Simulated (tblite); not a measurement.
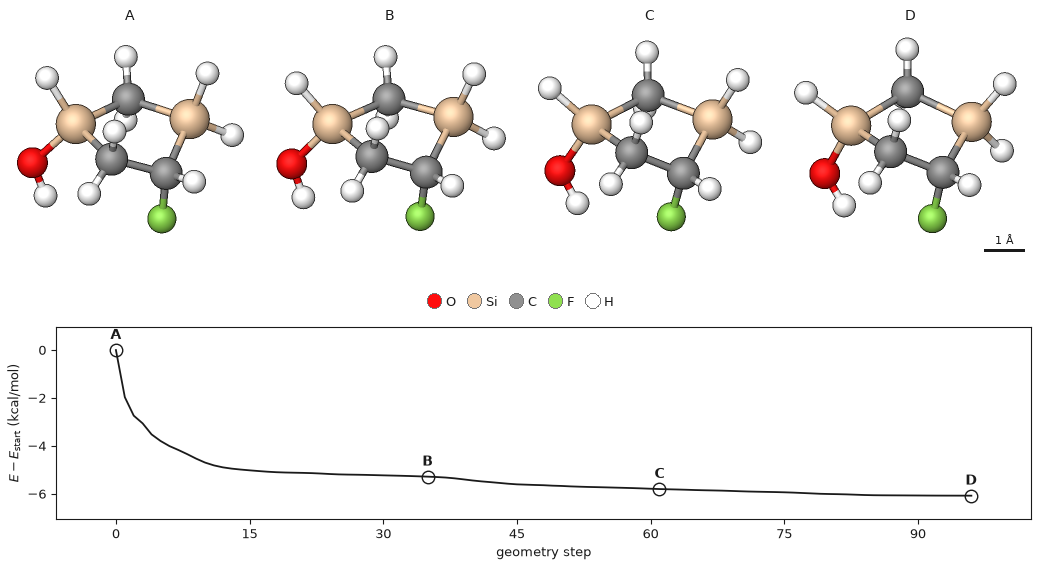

Frames of a relaxation of C₃H₉FOSi₂, marked on the history of the run. Style: ball-and-stick. Shown from a free direction.

Theory: GFN2-xTB geometry optimisation, gas phase in tblite 0.8.0. 

Q: Describe the path.

A: The atom that moves furthest after the best rigid fit is an H atom (0.71 Å). Largest moves by element: H 0.71 Å, O 0.44 Å, C 0.26 Å, F 0.24 Å, Si 0.14 Å. Near-neighbour distances that change, for instance: C–Si 1.890 → 1.929 Å, H–Si 1.493 → 1.456 Å, C–F 1.376 → 1.406 Å, C–Si 1.879 → 1.903 Å. Bond angles that change, for instance: C–Si–C 106.5° → 98.4°, C–Si–H 107.8° → 115.3°, C–Si–H 109.0° → 116.4°. Groups turn about C–Si by about 30°, C–Si by about 25°, C–Si by about 25°. After 96 geometry steps the energy has fallen by 6.08 kcal/mol. Cost: 1.1 s on 1 thread of Arm Neoverse N1 (shared host). From step 0 to 35: an H atom moves most (0.32 Å), energy −5.28 kcal/mol. From step 35 to 61: an H atom moves most (0.39 Å), energy −0.52 kcal/mol. From step 61 to 96: an H atom moves most (0.33 Å), energy −0.28 kcal/mol.

```json
{"step": "0", "E − E(0), kcal/mol": "0.00"}
{"step": "1", "E − E(0), kcal/mol": "-1.97"}
{"step": "2", "E − E(0), kcal/mol": "-2.74"}
{"step": "3", "E − E(0), kcal/mol": "-3.06"}
{"step": "4", "E − E(0), kcal/mol": "-3.52"}
{"step": "5", "E − E(0), kcal/mol": "-3.79"}
{"step": "6", "E − E(0), kcal/mol": "-4.01"}
{"step": "7", "E − E(0), kcal/mol": "-4.17"}
{"step": "8", "E − E(0), kcal/mol": "-4.34"}
{"step": "9", "E − E(0), kcal/mol": "-4.53"}
{"step": "10", "E − E(0), kcal/mol": "-4.69"}
{"step": "15", "E − E(0), kcal/mol": "-5.02"}
{"step": "19", "E − E(0), kcal/mol": "-5.11"}
{"step": "24", "E − E(0), kcal/mol": "-5.17"}
{"step": "28", "E − E(0), kcal/mol": "-5.21"}
{"step": "33", "E − E(0), kcal/mol": "-5.26"}
{"step": "37", "E − E(0), kcal/mol": "-5.32"}
{"step": "42", "E − E(0), kcal/mol": "-5.51"}
{"step": "46", "E − E(0), kcal/mol": "-5.62"}
{"step": "51", "E − E(0), kcal/mol": "-5.69"}
{"step": "55", "E − E(0), kcal/mol": "-5.73"}
{"step": "60", "E − E(0), kcal/mol": "-5.79"}
{"step": "64", "E − E(0), kcal/mol": "-5.83"}
{"step": "69", "E − E(0), kcal/mol": "-5.88"}
{"step": "73", "E − E(0), kcal/mol": "-5.92"}
{"step": "78", "E − E(0), kcal/mol": "-5.98"}
{"step": "82", "E − E(0), kcal/mol": "-6.02"}
{"step": "87", "E − E(0), kcal/mol": "-6.06"}
{"step": "91", "E − E(0), kcal/mol": "-6.07"}
{"step": "96", "E − E(0), kcal/mol": "-6.08"}
```
